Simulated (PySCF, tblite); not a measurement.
**C2H7F3N2Si: geometry, infrared bands and NMR shifts**

Wanted: the infrared bands and NMR shifts of C2H7F3N2Si (`N[Si@H](F)NCC(F)F`), by calculation.

The runs use tblite 0.8.0 and PySCF 2.14.0, with density-fitted response routines of our own; the level of theory stands in each step. All values are computed, except where a source is named. Atoms count from 0, in the outputs and in this text.

## (1) The starting structure

15 atoms, charge 0, multiplicity 1; geometry from: force field or distance geometry start.

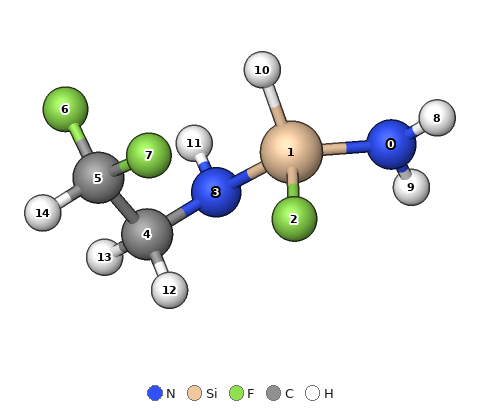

As it starts; nitrogen blue, silicon light orange, fluorine green, carbon grey, hydrogen white, atoms numbered.

## (2) Optimising the geometry with GFN2-xTB

The job: settings as JSON, then the geometry in Å.

```
{"job": {"kind": "relax", "xc": "GFN2-xTB", "basis": "xTB"}, "charge": 0, "multiplicity": 1}
N     -2.810000    -0.111300    -0.503600
Si    -1.170500    -0.430400    -0.083700
F     -1.092200    -0.607900     1.622600
N     -0.022700     0.858800    -0.540800
C      1.144300     0.919200     0.302400
C      1.951900    -0.357400     0.270500
F      2.394500    -0.653200    -1.016900
F      1.203400    -1.361200     0.824400
H     -3.519200    -0.835900    -0.337200
H     -3.153000     0.860700    -0.499300
H     -0.722000    -1.670000    -0.726900
H      0.263200     0.706800    -1.521000
H      0.857200     1.147500     1.364600
H      1.783400     1.766700    -0.072200
H      2.887200    -0.224500     0.895400
```

Command:

```
$ OMP_NUM_THREADS=1 python probes_run.py task.json out
```

One launch serves the whole session: the jobs run in the order shown.

Output:

```text
step      E/eV     max force
  0    -808.35026    1.863
  1    -808.57046    1.325
  2    -808.71898    0.784
  3    -808.75392    0.533
  4    -808.78452    0.506
  5    -808.80119    0.523
  6    -808.84297    0.442
  7    -808.86284    0.397
  8    -808.87900    0.317
  9    -808.89348    0.362
 10    -808.90945    0.402
 11    -808.92247    0.257
 12    -808.93037    0.220
 13    -808.93607    0.196
 14    -808.94362    0.282
 15    -808.95271    0.265
 16    -808.95983    0.210
 17    -808.96422    0.149
 18    -808.96774    0.156
 19    -808.97187    0.187
 20    -808.97773    0.230
 21    -808.98396    0.245
 22    -808.98899    0.185
 23    -808.99303    0.172
 24    -808.99692    0.199
 25    -809.00081    0.158
 26    -809.00420    0.159
 27    -809.00654    0.138
 28    -809.00857    0.158
 29    -809.01146    0.149
 30    -809.01459    0.105
 31    -809.01714    0.133
 32    -809.01930    0.142
 33    -809.02185    0.141
 34    -809.02510    0.150
 35    -809.02843    0.099
 36    -809.03053    0.092
 37    -809.03195    0.084
 38    -809.03332    0.086
 39    -809.03468    0.073
 40    -809.03575    0.076
 41    -809.03657    0.065
 42    -809.03750    0.069
 43    -809.03887    0.113
 44    -809.04061    0.125
 45    -809.04218    0.115
 46    -809.04329    0.109
 47    -809.04416    0.099
 48    -809.04511    0.084
 49    -809.04643    0.080
 50    -809.04769    0.081
 51    -809.04874    0.091
 52    -809.05005    0.100
 53    -809.05192    0.099
 54    -809.05380    0.081
 55    -809.05489    0.072
 56    -809.05534    0.054
 57    -809.05568    0.048
 58    -809.05596    0.040
 59    -809.05637    0.032
 60    -809.05661    0.031
 61    -809.05683    0.029
 62    -809.05699    0.035
 63    -809.05722    0.032
 64    -809.05752    0.045
 65    -809.05795    0.048
 66    -809.05845    0.052
 67    -809.05895    0.056
 68    -809.05938    0.055
 69    -809.05981    0.042
 70    -809.06024    0.047
 71    -809.06065    0.043
 72    -809.06107    0.053
 73    -809.06152    0.059
 74    -809.06198    0.049
 75    -809.06237    0.048
 76    -809.06260    0.033
 77    -809.06275    0.027
 78    -809.06285    0.024
 79    -809.06297    0.023
 80    -809.06307    0.024
 81    -809.06318    0.024
 82    -809.06325    0.018
 83    -809.06330    0.017
 84    -809.06334    0.016
 85    -809.06339    0.018
 86    -809.06344    0.020
 87    -809.06349    0.018
 88    -809.06353    0.012
 89    -809.06355    0.009
```

It took 0.95 s on 1 thread of Arm Neoverse N1, shared host.

Along the way: (not every step is listed)

| step | energy from step 0 (eV) | largest force (eV/Å) |
| --- | --- | --- |
| 0 | 0.0000 | 1.8634 |
| 1 | -0.2202 | 1.3252 |
| 2 | -0.3687 | 0.7837 |
| 3 | -0.4037 | 0.5331 |
| 4 | -0.4343 | 0.5065 |
| 5 | -0.4509 | 0.5233 |
| 6 | -0.4927 | 0.4420 |
| 7 | -0.5126 | 0.3966 |
| 8 | -0.5287 | 0.3174 |
| 15 | -0.6024 | 0.2652 |
| 22 | -0.6387 | 0.1847 |
| 29 | -0.6612 | 0.1489 |
| 36 | -0.6803 | 0.0922 |
| 43 | -0.6886 | 0.1127 |
| 50 | -0.6974 | 0.0807 |
| 57 | -0.7054 | 0.0481 |
| 64 | -0.7073 | 0.0446 |
| 71 | -0.7104 | 0.0426 |
| 78 | -0.7126 | 0.0239 |
| 84 | -0.7131 | 0.0164 |
| 85 | -0.7131 | 0.0182 |
| 86 | -0.7132 | 0.0203 |
| 87 | -0.7132 | 0.0177 |
| 88 | -0.7133 | 0.0122 |
| 89 | -0.7133 | 0.0093 |

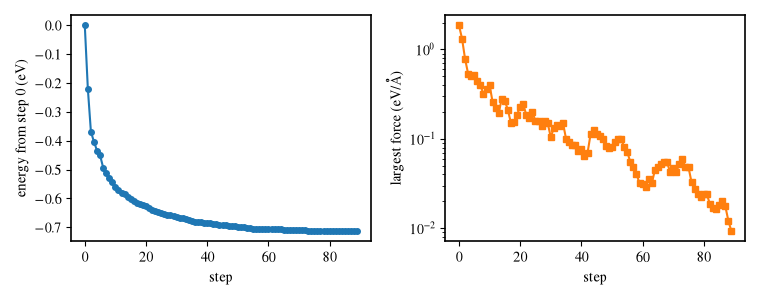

Energy and force, step by step.

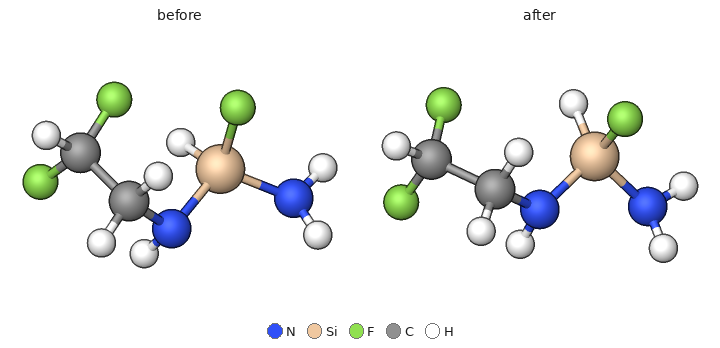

The geometry before (left) and after (right).

Close pairs (by a distance rule), those that changed most:

| bond | before (Å) | after (Å) | change (Å) |
| --- | --- | --- | --- |
| Si1–F2 | 1.717 | 1.622 | -0.095 |
| Si1–N3 | 1.786 | 1.720 | -0.066 |
| C5–F6 | 1.393 | 1.358 | -0.035 |
| C4–H12 | 1.124 | 1.091 | -0.033 |
| C5–H14 | 1.133 | 1.101 | -0.032 |
| C4–H13 | 1.126 | 1.097 | -0.029 |
| N0–H9 | 1.031 | 1.007 | -0.024 |
| N3–H11 | 1.032 | 1.009 | -0.023 |

The next job starts from the end point, and lists it.

## (3) Infrared spectrum with GFN2-xTB

The job: settings as JSON, then the geometry in Å.

```
{"job": {"kind": "ir", "xc": "GFN2-xTB", "basis": "xTB"}, "charge": 0, "multiplicity": 1}
N     -2.678938    -0.077036    -0.800321
Si    -1.337479    -0.501810     0.171958
F     -1.481884    -0.157163     1.750180
N     -0.101097     0.589926    -0.315425
C      1.108166     0.770371     0.433491
C      2.193298    -0.255684     0.093685
F      2.473143    -0.226933    -1.235237
F      1.781208    -1.517394     0.360681
H     -3.525110    -0.612643    -0.720198
H     -2.888946     0.893946    -0.963404
H     -1.149771    -1.937408     0.136319
H      0.055648     0.684044    -1.307673
H      0.883012     0.678745     1.496803
H      1.529288     1.763900     0.238794
H      3.135049    -0.086873     0.638433
```

Output:

```text
mode    cm-1     km/mol
  1      39.1      2.37
  2      55.9      3.30
  3      82.4      1.90
  4     155.2      4.06
  5     173.1      2.20
  6     188.9     15.23
  7     229.5     42.45
  8     301.2     14.10
  9     316.5      3.81
 10     379.4      1.30
 11     462.8     15.12
 12     472.0    197.66
 13     568.3     95.61
 14     652.2    115.33
 15     675.8     59.77
 16     696.7     99.46
 17     743.5     47.34
 18     797.0    156.81
 19     844.1    126.66
 20     895.4     29.38
 21     931.7    162.34
 22     950.5    226.92
 23    1056.5    103.27
 24    1097.6     66.97
 25    1172.3     88.52
 26    1184.4     53.45
 27    1261.6     43.92
 28    1273.5     18.57
 29    1308.4      5.82
 30    1378.9    107.36
 31    1446.0      2.50
 32    1515.5     61.02
 33    2378.6    227.68
 34    2892.9     38.77
 35    2923.2     43.88
 36    3005.8     11.99
 37    3458.0      6.29
 38    3489.1      4.26
 39    3537.2      0.13
```

It took 0.78 s on 1 thread of Arm Neoverse N1, shared host.

The strongest bands and the atoms that carry them (share of the mass-weighted mode):

| cm⁻¹ | km/mol | atoms |
| --- | --- | --- |
| 472 | 197.7 | H8 32 %, H9 29 %, N0 18 % |
| 652 | 115.3 | H10 89 % |
| 797 | 156.8 | H9 20 %, Si1 16 %, H8 14 %, F2 11 % |
| 844 | 126.7 | H9 18 %, H8 17 %, Si1 15 %, C4 12 % |
| 932 | 162.3 | H13 16 %, C5 15 %, C4 14 %, F7 13 % |
| 950 | 226.9 | Si1 42 %, N0 41 % |
| 1379 | 107.4 | H11 47 %, N3 22 %, H12 17 % |
| 2379 | 227.7 | H10 97 % |

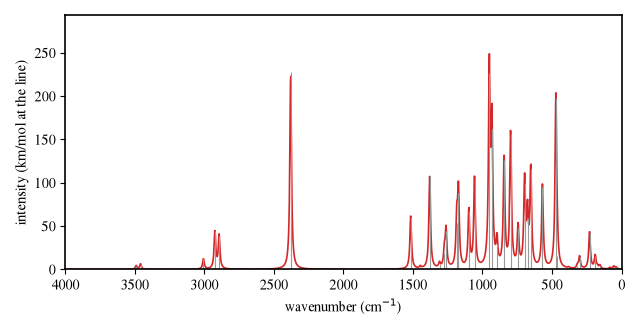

The infrared spectrum from these modes, unscaled. Lines are broadened to a width of 14 cm⁻¹ (Lorentzian).

## (4) Nuclear shieldings: PBE0/pcSseg-1

Settings changed since step 3:

```diff
@@ -1,2 +1,2 @@
-{"job": {"kind": "ir", "xc": "GFN2-xTB", "basis": "xTB"}, "charge": 0, "multiplicity": 1}
+{"job": {"kind": "nmr", "xc": "PBE0", "basis": "pcSseg-1"}, "charge": 0, "multiplicity": 1}
 N     -2.678938    -0.077036    -0.800321
```

Level: GIAO PBE0/pcSseg-1 NMR shielding, non-relativistic, gas phase.

Output:

```text
coarse grid: 13520 points
cycle   1  E = -778.1928075216  dE =  9.515e-01  |g| = 9.289e-01  |ddm| = 3.378e+00
cycle   2  E = -778.0611822657  dE =  1.316e-01  |g| = 1.322e+00  |ddm| = 1.337e+00
cycle   3  E = -778.3389440990  dE = -2.778e-01  |g| = 5.945e-02  |ddm| = 8.122e-01
cycle   4  E = -778.3393631890  dE = -4.191e-04  |g| = 3.508e-02  |ddm| = 5.617e-02
cycle   5  E = -778.3395944622  dE = -2.313e-04  |g| = 7.856e-03  |ddm| = 2.799e-02
cycle   6  E = -778.3396061190  dE = -1.166e-05  |g| = 2.223e-03  |ddm| = 6.514e-03
cycle   7  E = -778.3396070923  dE = -9.733e-07  |g| = 4.154e-04  |ddm| = 1.596e-03
final grid: 128744 points
cycle   8  E = -778.3982362679  dE = -4.084e-05  |g| = 8.971e-03  |ddm| = 1.985e-02
cycle   9  E = -778.3982246357  dE =  1.163e-05  |g| = 1.214e-02  |ddm| = 1.415e-02
cycle  10  E = -778.3982525194  dE = -2.788e-05  |g| = 7.691e-04  |ddm| = 7.854e-03
cycle  11  E = -778.3982526096  dE = -9.016e-08  |g| = 2.411e-04  |ddm| = 6.696e-04
cycle  12  E = -778.3982526177  dE = -8.192e-09  |g| = 7.350e-05  |ddm| = 1.678e-04
cycle  13  E = -778.3982526185  dE = -7.794e-10  |g| = 2.187e-05  |ddm| = 5.822e-05
converged SCF energy = -778.3982526185

GIAO shielding tensors (ppm)
atom      isotropic    diamagn.    paramagn.     s11        s22        s33       span
  0 N      232.248     318.416     -86.168    210.002    218.110    268.631     58.629
  1 Si     381.153     880.216    -499.063    355.043    369.617    418.800     63.758
  2 F      327.202     472.148    -144.946    279.877    312.423    389.307    109.430
  3 N      241.419     325.252     -83.832    205.811    248.447    270.000     64.190
  4 C      138.050     245.056    -107.005    118.025    138.084    158.042     40.017
  5 C       64.740     236.533    -171.792     42.434     67.820     83.966     41.532
  6 F      322.370     474.172    -151.802    206.151    333.158    427.801    221.650
  7 F      318.254     475.726    -157.473    206.741    336.227    411.793    205.052
  8 H       30.789      28.770       2.019     24.289     25.715     42.363     18.074
  9 H       30.523      31.346      -0.824     23.798     27.061     40.709     16.911
 10 H       26.828      30.709      -3.881     23.020     25.217     32.247      9.226
 11 H       30.658      34.898      -4.241     21.624     30.110     40.239     18.615
 12 H       28.352      30.360      -2.008     23.817     28.602     32.638      8.821
 13 H       28.452      28.948      -0.496     23.067     27.203     35.085     12.018
 14 H       25.675      26.525      -0.850     22.751     24.370     29.904      7.153
```

Run time: 58 s. Hardware: 1 thread of Arm Neoverse N1, shared host; peak memory 0.8 GiB.

Shifts follow as δ = σ(reference) − σ, with reference shieldings (ppm) from runs at the same level and on the same kind of geometry: ¹H TMS 31.72, ¹³C TMS 186.9, ²⁹Si TMS 349.2, ¹⁹F CFCl3 170.9, ¹⁵N NH3 267.7. The references are single molecules in the gas phase, so shifts against H2O, NH3, PH3, H3PO4 or CFCl3 are not on the usual liquid scales and can be off by tens of ppm. Atoms listed in one row are averaged.

| atoms | environment | σ (ppm) | δ (ppm) | δ scaled to CDCl3 |
| --- | --- | --- | --- | --- |
| C5 | sp3 CH bonded to 2 F | 64.7 | 122.2 | 117.3 |
| C4 | sp3 CH2 bonded to N | 138.1 | 48.9 | 45.8 |
| H14 | hydrogen on an sp3 CH bonded to 2 F | 25.67 | 6.04 | 5.80 |
| H10 | hydrogen on a silicon bonded to F, 2 N | 26.83 | 4.89 | – |
| H12 | hydrogen on an sp3 CH2 bonded to N | 28.35 | 3.36 | 3.28 |
| H13 | hydrogen on an sp3 CH2 bonded to N | 28.45 | 3.27 | 3.18 |
| H8, H9 | hydrogen on a nitrogen bonded to Si | 30.66 | 1.06 | – |
| H11 | hydrogen on a nitrogen bonded to C, Si | 30.66 | 1.06 | – |
| N0 | nitrogen bonded to Si, 2 H | 232.2 | 35.5 | – |
| N3 | nitrogen bonded to C, Si, H | 241.4 | 26.3 | – |
| Si1 | silicon bonded to F, 2 N, H | 381.2 | -32.0 | – |
| F7 | fluorine of a CF2 group | 318.3 | -147.3 | – |
| F6 | fluorine of a CF2 group | 322.4 | -151.4 | – |
| F2 | fluorine bonded to Si | 327.2 | -156.3 | – |

The scaled column applies a straight-line fit of computed shieldings to shifts measured in CDCl3, and one for carbons that bear F (root-mean-square error 0.16 ppm for H, 1.9 ppm for C).

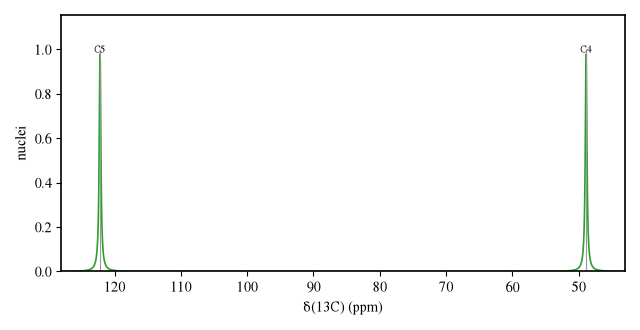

¹³C lines at the computed shifts, without couplings. Lines are broadened to a width of 0.29 ppm (Lorentzian).

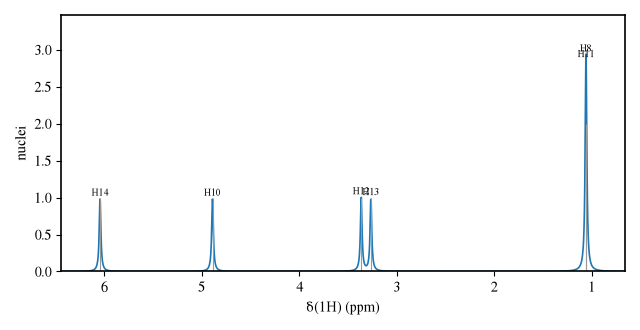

¹H lines at the computed shifts, without couplings. Lines are broadened to a width of 0.02 ppm (Lorentzian).

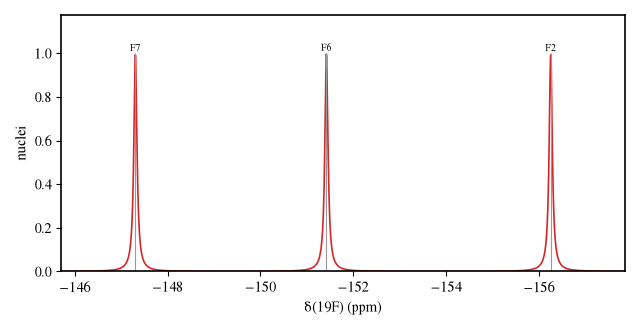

¹⁹F lines at the computed shifts, without couplings. Lines are broadened to a width of 0.08 ppm (Lorentzian).

The run also stored atomic charges by several schemes (e):

| atoms | Mulliken | IAO | Hirshfeld | ESP fit |
| --- | --- | --- | --- | --- |
| N0 | -0.63 | -0.85 | -0.32 | -1.12 |
| Si1 | 1.11 | 1.37 | 0.46 | 0.94 |
| F2 | -0.44 | -0.55 | -0.22 | -0.34 |
| N3 | -0.68 | -0.68 | -0.25 | -0.60 |
| C4 | -0.06 | -0.18 | -0.04 | -0.24 |
| C5 | 0.48 | 0.43 | 0.14 | 0.39 |
| F6 | -0.31 | -0.31 | -0.11 | -0.23 |
| F7 | -0.30 | -0.30 | -0.10 | -0.22 |

Hirshfeld charges:

N0 -0.32; Si1 0.46; F2 -0.22; N3 -0.25; C4 -0.04; C5 0.14; F6 -0.11; F7 -0.10; H8 0.12; H9 0.12; H10 -0.08; H11 0.11; H12 0.05; H13 0.05; H14 0.05

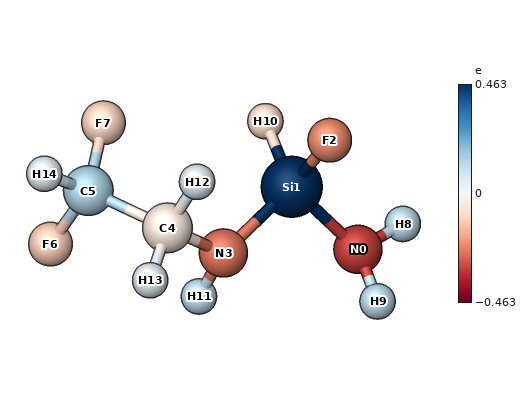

Hirshfeld charges, as colours on the atoms.

Mayer bond orders: N0–Si1 1.08, Si1–F2 0.91, Si1–N3 0.98, N3–C4 0.99, C4–C5 0.99, C5–F6 0.95, C5–F7 0.95.

The fields below are evaluated on a grid from the run's orbitals.

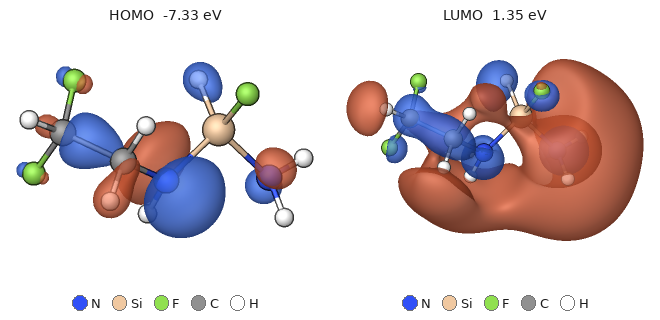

PBE0/pcSseg-1 orbitals near the gap, drawn at the value that encloses 70 % of each; the two colours are the two signs.

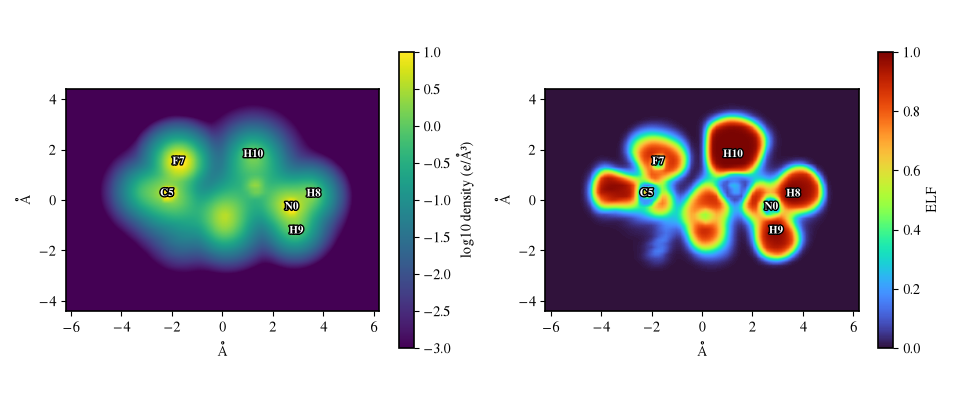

Density (left) and ELF (right) in a plane through or near 6 of the atoms.

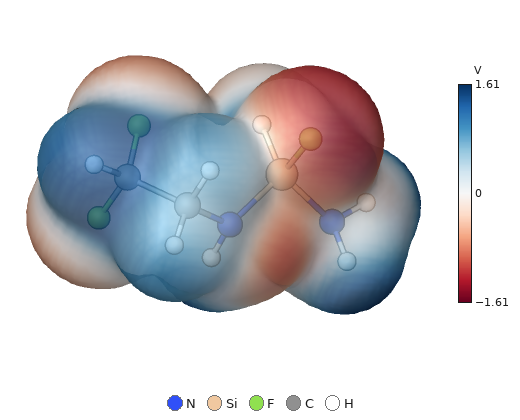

The potential that a unit positive charge feels on the 0.002 e/bohr³ surface, from -1.21 V near F2 to 1.61 V near H8.

## (5) Results

| quantity | value |
| --- | --- |
| strongest single infrared mode (GFN2-xTB) | 2379 cm⁻¹, 228 km/mol |
| zero-point energy (GFN2-xTB) | 64.3 kcal/mol |
| ¹³C shifts against TMS (PBE0/pcSseg-1) | 122.2, 48.9 ppm |
| ¹H shifts against TMS (PBE0/pcSseg-1, means over atoms taken as alike) | 6.04, 4.89, 3.36, 3.27, 1.06, 1.06 ppm |
| ¹⁵N shifts against NH3 (PBE0/pcSseg-1) | 35.5, 26.3 ppm |
| ²⁹Si shifts against TMS (PBE0/pcSseg-1) | -32.0 ppm |
| ¹⁹F shifts against CFCl3 (PBE0/pcSseg-1) | -147.3, -151.4, -156.3 ppm |
| surface potential, least and greatest | -1.21 V and 1.61 V |

In words: Over 89 steps the energy fell by 0.713 eV; of the close pairs, Si1–F2 changed most, 1.717 to 1.622 Å. All 39 modes are real, so the xTB geometry is a minimum. The strongest single mode, at 2379 cm⁻¹, moves mainly H10. Unscaled tight-binding wavenumbers are off by several per cent, some by more. Its intensities can rank the bands wrongly. The most deshielded hydrogen is H14 (hydrogen on an sp3 CH bonded to 2 F), at 6.04 ppm: its carbon carries F, an electronegative neighbour. At PBE0/pcSseg-1: Shielding is most anisotropic at F6 (span 222 ppm, paramagnetic term -152 ppm).
